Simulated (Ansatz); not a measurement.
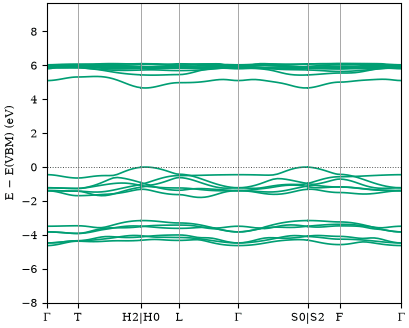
Figure: Band structure from plane-wave PAW r²SCAN (Ansatz code)

The gap is 4.67 eV; an edge lies off the plotted path or next to a special point (maximum off the standard path, minimum on the Γ–S0 line, 97 % of the way from Γ).

Problem. Pick the material that matches.
A) B6As, R-3m (B on 18h, B on 18h, As on 6c)
B) LaOF, R-3m (La on 6c, O on 6c, F on 6c)
C) SnTeO3, R3c (Sn on 6a, Te on 6a, O on 18b)

Solution. B, LaOF, R-3m (La on 6c, O on 6c, F on 6c)

The workflow started from a Materials Project entry (that database holds measured and hypothetical structures alike); the Crystallography Open Database files this formula in space group No. 166, but the cells were not matched. Its standing as an ambient phase is unchecked. Symmetry was held in the r²SCAN relaxation; whether a distortion lowers the energy is not shown. Spin–orbit coupling is left out wherever it is not named.

Potentials: the later of the program's two PAW sets.
